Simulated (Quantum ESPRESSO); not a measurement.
# Simulated XPS, UPS and emission spectra of NbP, part 14 of 17

Wanted: projected DOS of NbP, weighted into photoemission and X-ray emission spectra, at several levels of theory.

Quantum ESPRESSO 7.5; DFT, PBE, plane waves, ultrasoft GBRV pseudopotentials, scalar-relativistic (the session's first sound run).

So far. Step 12 (With LDA: self-consistent run): The run ends at a pressure of -9.48 GPa, with forces up to 0.011 eV/Å. Step 15 (With LDA: bands): Of the bands kept, 2 cross the Fermi level on this path.

### 16. Other settings: self-consistent run

The geometry of step 2 again, with the cutoff, the density grid and the solver changed.

This step: DFT, PBE, plane waves, ultrasoft GBRV pseudopotentials, scalar-relativistic; changed: diagonalization = "cg", ecutwfc = 30 (Quantum ESPRESSO 7.5).

Other settings are tried.

scf.in reads:

```
&control
  calculation = 'scf'
  prefix = 'pes'
  outdir = './tmp'
  pseudo_dir = './pp'
  tprnfor = .true.
  tstress = .true.
/
&system
  ibrav = 0
  nat = 4
  ntyp = 2
  ecutwfc = 30.0
  ecutrho = 150.0
  occupations = 'smearing'
  nbnd = 30
  smearing = 'fd'
  degauss = 0.00147
/
&electrons
  conv_thr = 2.4e-08
  mixing_beta = 0.5
  electron_maxstep = 120
  diagonalization = 'cg'
/
ATOMIC_SPECIES
Nb 92.9064 nb_pbe_v1.uspp.F.UPF
P 30.9738 p_pbe_v1.5.uspp.F.UPF
CELL_PARAMETERS angstrom
 -1.674923254 1.674923254 5.740108176
 1.674923254 -1.674923254 5.740108176
 1.674923254 1.674923254 -5.740108176
ATOMIC_POSITIONS crystal
Nb 0.249880800 0.749880800 0.500000000
Nb 0.499880800 0.499880800 0.000000000
P 0.832747770 0.332747770 0.500000000
P 0.082747770 0.082747770 0.000000000
K_POINTS automatic
10 10 10 0 0 0
```

Command:

```bash
$ OMP_NUM_THREADS=1 mpirun -n 4 pw.x -nk 4 -in scf.in > scf.out
```

The log of the run:

```text
[banner, memory and clock lines left out]
Program PWSCF v.7.5 starts

          URL

     Message from routine setup:
     using ibrav=0 with symmetry is DISCOURAGED, use correct ibrav instead

     G-vector sticks info

     bravais-lattice index     =            0
     lattice parameter (alat)  =      11.7345  a.u.
     unit-cell volume          =     434.6768 (a.u.)^3
     number of atoms/cell      =            4
     number of atomic types    =            2
     number of electrons       =        36.00
     number of Kohn-Sham states=           30
     kinetic-energy cutoff     =      30.0000  Ry
     charge density cutoff     =     150.0000  Ry
     scf convergence threshold =      2.4E-08
     mixing beta               =       0.5000
     number of iterations used =            8  plain     mixing
     Exchange-correlation=  SLA  PW   PBX  PBC
                           (   1   4   3   4   0   0   0)

     celldm(1)=  11.734511  celldm(2)=   0.000000  celldm(3)=   0.000000
     celldm(4)=   0.000000  celldm(5)=   0.000000  celldm(6)=   0.000000

     crystal axes: (cart. coord. in units of alat)
               a(1) = (  -0.269730   0.269730   0.924387 )
               a(2) = (   0.269730  -0.269730   0.924387 )
               a(3) = (   0.269730   0.269730  -0.924387 )

     reciprocal axes: (cart. coord. in units 2 pi/alat)
               b(1) = (  0.000000  1.853708  0.540899 )
               b(2) = (  1.853708  0.000000  0.540899 )
               b(3) = (  1.853708  1.853708  0.000000 )

     PseudoPot. # 1 for Nb read from file:
     ./pp/nb_pbe_v1.uspp.F.UPF
     Pseudo is Ultrasoft + core correction, Zval = 13.0
     Generated by new atomic code, or converted to UPF format
     Using radial grid of  887 points,  6 beta functions with:
                l(1) =   0
                l(2) =   0
                l(3) =   1
                l(4) =   1
                l(5) =   2
                l(6) =   2
     Q(r) pseudized with  6 coefficients,  rinner =    1.000   1.000   1.000
                                                       1.000   1.000

     PseudoPot. # 2 for P  read from file:
     ./pp/p_pbe_v1.5.uspp.F.UPF
     Pseudo is Ultrasoft + core correction, Zval =  5.0
     Generated by new atomic code, or converted to UPF format
     Using radial grid of  903 points,  6 beta functions with:
                l(1) =   0
                l(2) =   0
                l(3) =   1
                l(4) =   1
                l(5) =   2
                l(6) =   2
     Q(r) pseudized with  8 coefficients,  rinner =    1.300   1.300   1.300
                                                       1.300   1.300

     atomic species   valence    mass     pseudopotential
     Nb               13.00    92.90640     Nb( 1.00)
     P                 5.00    30.97380     P ( 1.00)

      8 Sym. Ops. (no inversion) found ( 4 have fractional translation)

   Cartesian axes

     site n.     atom                  positions (alat units)
         1        Nb     tau(   1) = (   0.2697297   0.0000000   0.4619732  )
         2        Nb     tau(   2) = (  -0.0000000   0.0000000   0.9241669  )
         3        P      tau(   3) = (   0.0000000   0.2697297   0.6151756  )
         4        P      tau(   4) = (   0.0000000  -0.0000000   0.1529820  )

     number of k points=   102  Fermi-Dirac smearing, width (Ry)=  0.0015

     Number of k-points >= 100: set verbosity='high' to print them.

     Dense  grid:    13531 G-vectors     FFT dimensions: (  48,  48,  48)

     Smooth grid:     9677 G-vectors     FFT dimensions: (  48,  48,  48)

     Check: negative core charge=   -0.000003

     Initial potential from superposition of free atoms

     starting charge      35.9942, renormalised to      36.0000
     Starting wfcs are   34 randomized atomic wfcs

     per-process dynamical memory:    38.6 Mb

     Self-consistent Calculation

     iteration #  1     ecut=    30.00 Ry     beta= 0.50
     CG style diagonalization
     ethr =  1.00E-02,  avg # of iterations =  3.1

     total energy              =    -266.97040000 Ry
     estimated scf accuracy    <       0.61359937 Ry

     iteration #  2     ecut=    30.00 Ry     beta= 0.50
     CG style diagonalization
     ethr =  1.70E-03,  avg # of iterations =  3.5

     total energy              =    -267.15389137 Ry
     estimated scf accuracy    <       0.22851786 Ry

     iteration #  3     ecut=    30.00 Ry     beta= 0.50
     CG style diagonalization
     ethr =  6.35E-04,  avg # of iterations =  3.3

     total energy              =    -267.20035380 Ry
     estimated scf accuracy    <       0.00624801 Ry

     iteration #  4     ecut=    30.00 Ry     beta= 0.50
     CG style diagonalization
     c_bands:  1 eigenvalues not converged
     c_bands:  1 eigenvalues not converged
     ethr =  1.74E-05,  avg # of iterations =  4.4

     total energy              =    -267.20200214 Ry
     estimated scf accuracy    <       0.00080144 Ry

     iteration #  5     ecut=    30.00 Ry     beta= 0.50
     CG style diagonalization
     c_bands:  1 eigenvalues not converged
     c_bands:  1 eigenvalues not converged
     ethr =  2.23E-06,  avg # of iterations =  4.0

     total energy              =    -267.20206479 Ry
     estimated scf accuracy    <       0.00015354 Ry

     iteration #  6     ecut=    30.00 Ry     beta= 0.50
     CG style diagonalization
     ethr =  4.26E-07,  avg # of iterations =  3.6

     total energy              =    -267.20216150 Ry
     estimated scf accuracy    <       0.00001333 Ry

     iteration #  7     ecut=    30.00 Ry     beta= 0.50
     CG style diagonalization
     ethr =  3.70E-08,  avg # of iterations =  4.1

     total energy              =    -267.20216983 Ry
     estimated scf accuracy    <       0.00000490 Ry

     iteration #  8     ecut=    30.00 Ry     beta= 0.50
     CG style diagonalization
     ethr =  1.36E-08,  avg # of iterations =  4.4

     total energy              =    -267.20217479 Ry
     estimated scf accuracy    <       0.00000070 Ry

     iteration #  9     ecut=    30.00 Ry     beta= 0.50
     CG style diagonalization
     ethr =  1.96E-09,  avg # of iterations =  4.0

     total energy              =    -267.20217532 Ry
     estimated scf accuracy    <       0.00000003 Ry

     iteration # 10     ecut=    30.00 Ry     beta= 0.50
     CG style diagonalization
     ethr =  8.61E-11,  avg # of iterations =  4.5

     End of self-consistent calculation

     Number of k-points >= 100: set verbosity='high' to print the bands.

     the Fermi energy is    14.9315 ev

!    total energy              =    -267.20217539 Ry
     estimated scf accuracy    <          5.4E-09 Ry
     smearing contrib. (-TS)   =      -0.00007437 Ry
     internal energy E=F+TS    =    -267.20210103 Ry

     The total energy is F=E-TS. E is the sum of the following terms:
     one-electron contribution =     -42.25477369 Ry
     hartree contribution      =      39.33490650 Ry
     xc contribution           =     -48.94196630 Ry
     ewald contribution        =    -215.34026753 Ry

     convergence has been achieved in  10 iterations

     Forces acting on atoms (cartesian axes, Ry/au):

     atom    1 type  1   force =     0.00000000    0.00000000    0.00043772
     atom    2 type  1   force =     0.00000000   -0.00000000    0.00043772
     atom    3 type  2   force =    -0.00000000   -0.00000000   -0.00043772
     atom    4 type  2   force =    -0.00000000   -0.00000000   -0.00043772

     Total force =     0.000875     Total SCF correction =     0.000003

     Computing stress (Cartesian axis) and pressure

          total   stress  (Ry/bohr**3)                   (kbar)     P=      -19.03
  -0.00012826   0.00000000   0.00000000          -18.87        0.00        0.00
  -0.00000000  -0.00012826   0.00000000           -0.00      -18.87        0.00
   0.00000000   0.00000000  -0.00013165            0.00        0.00      -19.37

     XML data file, charge density, pseudopotentials, collected wavefunctions

                                        0.00s GPU  (   23628 calls)
```

It took 64 s on 4 MPI ranks of Arm Neoverse V2, shared host.

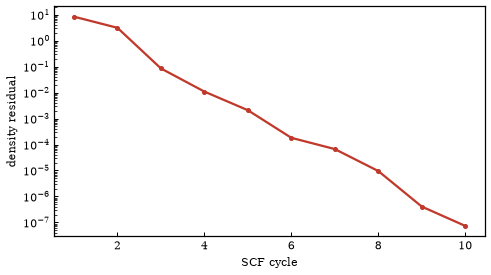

Residual by cycle in this run.

The run finished with changed settings (diagonalization = "cg" and ecutwfc = 30); it serves as a test.

(Part 14 of 17 ends here.)

[Logs are printed without paths, hosts, clocks, repeated set-up lines and the standing remarks that a program may print on its own settings, such as how far it seeks lower states.]

[Hosts, paths, dates, database ids (printed as entryN), source tags and the programs' standing remarks are cut or masked in the printed files.]

[Maps of the electrostatic potential energy from Ansatz leave out the sawtooth potential of an applied field or a dipole correction, so their vacuum need not be flat; work functions include it.]

[Peak lists hold at most the 14 tallest peaks of each spectrum; further lines can be left out.]
